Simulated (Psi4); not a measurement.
# CEPA(0)/def2-SVP (density fitting, core potential) run of SnH3F (SnFH3)

What is the energy change on altering one bond length of SnH3F (SnFH3) at CEPA(0)/def2-SVP (density fitting, core potential)? 

The results are computed with Psi4 1.11.

### Step 1. Starting point

The species is SnH3F (5 atoms), meant as a singlet with charge 0. SMILES: `[H][Sn]([H])([H])[F]`. Geometry: a GFN2-xTB relaxation, a rough one for these elements and not checked as a minimum.

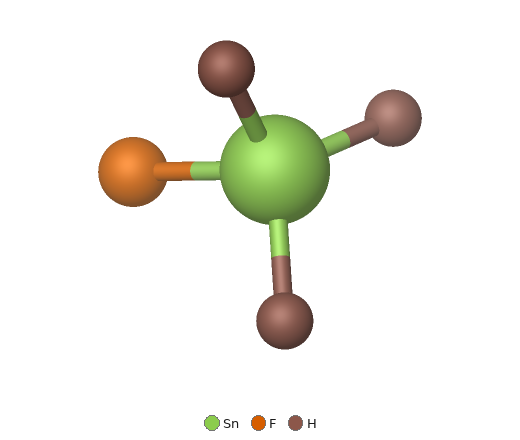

The structure, seen from a chosen angle (tin green, fluorine orange, hydrogen brown).

### Step 2. A single-point energy at CEPA(0)/def2-SVP (density fitting, core potential)

The input, calc.dat:

```
memory 1.6 GB

molecule geom {
  0 1
  Sn    -0.00489439     0.00457314    -0.31545198
  F      0.02218538    -0.03641502     3.32089131
  H      3.05990123     0.02073030    -1.01701281
  H     -1.54532354     2.66160366    -0.96844684
  H     -1.53186869    -2.65049207    -1.01997968
  units au
  no_reorient
  no_com
}

set scf_type df
set num_frozen_docc 5

E, wfn = energy('cepa(0)/def2-SVP', return_wfn=True)
```

On the command line:

```
$ psi4 -n 1 calc.dat calc.out
```

calc.out:

```text
[...]
    !!!  WARNING: ECP capability is in beta. Please check occupations closely.  !!!
[...]
  Running in c1 symmetry.
[...]
  Nuclear repulsion =   81.108187424715297
[...]
  Multiplicity = 1
[...]
  Nalpha       = 17
  Nbeta        = 17
[...]
    Number of basis functions: 55
[...]
   @DF-RHF iter   1:  -314.39433307532101   -2.08080e+00   6.72363e-03 ADIIS/DIIS
[...]
   @DF-RHF iter  10:  -314.44218638421120   -1.42109e-12   4.79954e-09 DIIS
[...]
    Orbital Energies [Eh]
    ---------------------
    Doubly Occupied:
       1A    -26.204580     2A     -5.892466     3A     -4.084171
       4A     -4.081122     5A     -4.081110     6A     -1.478056
       7A     -1.351261     8A     -1.351242     9A     -1.345393
      10A     -1.345374    11A     -1.335142    12A     -0.706279
      13A     -0.583502    14A     -0.583493    15A     -0.556349
      16A     -0.469517    17A     -0.469034
[...]
  @DF-RHF Final Energy:  -314.44218638421120
   => Energetics <=
    Nuclear Repulsion Energy =             81.1081874247152967
    One-Electron Energy =                -679.2645658508772613
    Two-Electron Energy =                 283.7141920419507528
    Total Energy =                       -314.4421863842111975
[...]
 Multipole Moments:
 ------------------------------------------------------------------------------------
     Multipole            Electronic (a.u.)      Nuclear  (a.u.)        Total (a.u.)
 ------------------------------------------------------------------------------------
 L = 1.  Multiply by 2.5417464519 to convert [e a0] to [Debye]
 Dipole X            :         -0.0894403            0.0747008           -0.0147394
 Dipole Y            :          0.2125872           -0.1952842            0.0173030
 Dipole Z            :        -21.2948587           19.9426389           -1.3522198
 Magnitude           :                                                    1.3524109
[...]
      * SCS-MP2 total energy:                 -314.748157076387
[...]
      * MP2 total energy:                     -314.750878948282
[...]
```

It took 2.4 s on 1 thread of INTEL XEON PLATINUM 8581C at 2.30GHz (Emerald Rapids), shared host; peak memory 0.26 GiB.

### Step 3. The distorted shape, same level

The input, calc.py:

```python
import psi4

psi4.set_memory('1600 MB')
psi4.set_num_threads(1)
psi4.core.set_output_file('psi4.out', False)

mol = psi4.geometry("""
0 1
Sn
F 1 1.924446
H 1 1.663791 2 102.46916
H 1 1.661577 3 115.30682 2 110.79839
H 1 1.4968 4 115.46108 2 110.84393
no_reorient
no_com
""")

psi4.set_options({
    'reference': 'rhf',
    'scf_type': 'df',
    'num_frozen_docc': 5,
})

energy_value = psi4.energy('cepa(0)/def2-SVP')
print('E =', round(energy_value, 9))
for k, v in sorted(psi4.core.scalar_variables().items()):
    print(f'{k:45s} {v:18.10f}')
```

On the command line:

```
$ python calc.py
```

psi4.out:

```text
[...]
    !!!  WARNING: ECP capability is in beta. Please check occupations closely.  !!!
[...]
  Running in c1 symmetry.
[...]
  Nuclear repulsion =   81.982274624812916
[...]
  Multiplicity = 1
[...]
  Nalpha       = 17
  Nbeta        = 17
[...]
    Number of basis functions: 55
[...]
   @DF-RHF iter   1:  -314.36981267385136   -2.01467e+00   7.31653e-03 ADIIS/DIIS
[...]
   @DF-RHF iter  10:  -314.42695163542771   -1.08002e-12   3.16487e-09 DIIS
[...]
    Orbital Energies [Eh]
    ---------------------
    Doubly Occupied:
       1A    -26.201616     2A     -5.889817     3A     -4.081209
       4A     -4.079386     5A     -4.077998     6A     -1.475513
       7A     -1.352958     8A     -1.348413     9A     -1.343391
      10A     -1.342933    11A     -1.333133    12A     -0.716507
      13A     -0.582997    14A     -0.580975    15A     -0.557666
      16A     -0.480478    17A     -0.466773
[...]
  @DF-RHF Final Energy:  -314.42695163542771
   => Energetics <=
    Nuclear Repulsion Energy =             81.9822746248129164
    One-Electron Energy =                -680.9949238427234377
    Two-Electron Energy =                 284.5856975824827941
    Total Energy =                       -314.4269516354277130
[...]
 Multipole Moments:
 ------------------------------------------------------------------------------------
     Multipole            Electronic (a.u.)      Nuclear  (a.u.)        Total (a.u.)
 ------------------------------------------------------------------------------------
 L = 1.  Multiply by 2.5417464519 to convert [e a0] to [Debye]
 Dipole X            :          0.2944929           -0.1977997            0.0966932
 Dipole Y            :         -0.1872197            0.1256332           -0.0615864
 Dipole Z            :        -16.0477586           14.6683748           -1.3793838
 Magnitude           :                                                    1.3841394
[...]
      * SCS-MP2 total energy:                 -314.733653065372
[...]
      * MP2 total energy:                     -314.736638000976
[...]
```

Standard output:

```text
E = -314.765661888
CEPA(0) CORRELATION ENERGY                         -0.3387102522
CEPA(0) DOUBLES ENERGY                             -0.3387102519
CEPA(0) OPPOSITE-SPIN CORRELATION ENERGY           -0.2693451298
CEPA(0) SAME-SPIN CORRELATION ENERGY               -0.0693651220
CEPA(0) SINGLES ENERGY                              0.0000000000
CEPA(0) TOTAL ENERGY                             -314.7656618876
CURRENT CORRELATION ENERGY                         -0.3387102522
CURRENT ENERGY                                   -314.7656618876
CURRENT REFERENCE ENERGY                         -314.4269516354
DD SOLVATION ENERGY                                 0.0000000000
HF KINETIC ENERGY                                 183.9242813781
HF POTENTIAL ENERGY                              -498.3512330135
HF TOTAL ENERGY                                  -314.4269516354
HF VIRIAL RATIO                                     2.7095456308
LCCSD CORRELATION ENERGY                           -0.3387102522
LCCSD DOUBLES ENERGY                               -0.3387102519
LCCSD OPPOSITE-SPIN CORRELATION ENERGY             -0.2693451298
LCCSD SAME-SPIN CORRELATION ENERGY                 -0.0693651220
LCCSD SINGLES ENERGY                                0.0000000000
LCCSD TOTAL ENERGY                               -314.7656618876
MP2 CORRELATION ENERGY                             -0.3096863655
MP2 DOUBLES ENERGY                                 -0.3096863655
MP2 OPPOSITE-SPIN CORRELATION ENERGY               -0.2347761247
MP2 SAME-SPIN CORRELATION ENERGY                   -0.0749102408
MP2 SINGLES ENERGY                                  0.0000000000
MP2 TOTAL ENERGY                                 -314.7366380010
NUCLEAR REPULSION ENERGY                           81.9822746248
ONE-ELECTRON ENERGY                              -680.9949238427
PCM POLARIZATION ENERGY                             0.0000000000
PE ENERGY                                           0.0000000000
SCF ITERATION ENERGY                             -314.4269516354
SCF ITERATIONS                                     10.0000000000
SCF TOTAL ENERGY                                 -314.4269516354
TWO-ELECTRON ENERGY                               284.5856975825
```

Wall time 2.5 s (1 thread of INTEL XEON PLATINUM 8581C at 2.30GHz (Emerald Rapids), shared host); peak memory 0.25 GiB.

### Step 4. Results

Level: CEPA(0)/def2-SVP (density fitting, core potential), 5 core orbitals frozen.

| quantity | value |
| --- | --- |
| first shape: total energy | -314.78041 Eh |
| first shape: HOMO energy (Hartree–Fock orbitals) | -12.76 eV |
| first shape: LUMO energy (Hartree–Fock orbitals) | 2.29 eV |
| first shape: HOMO–LUMO gap (Hartree–Fock orbitals) | 15.05 eV |
| first shape: correlation energy (5 core orbitals frozen) | -338.2 mEh |
| distorted shape: total energy | -314.76566 Eh |
| distorted shape: HOMO energy (Hartree–Fock orbitals) | -12.70 eV |
| distorted shape: LUMO energy (Hartree–Fock orbitals) | 2.32 eV |
| distorted shape: HOMO–LUMO gap (Hartree–Fock orbitals) | 15.02 eV |
| distorted shape: correlation energy (5 core orbitals frozen) | -338.7 mEh |
| energy change with the Sn1–H5 bond shortened from 1.663 to 1.497 Å | 0.401 eV |

In words: With the Sn1–H5 bond shortened from 1.663 to 1.497 Å the energy rises by 0.40 eV (38.7 kJ/mol). The first shape isn't relaxed at this level, so the change isn't measured from a minimum.
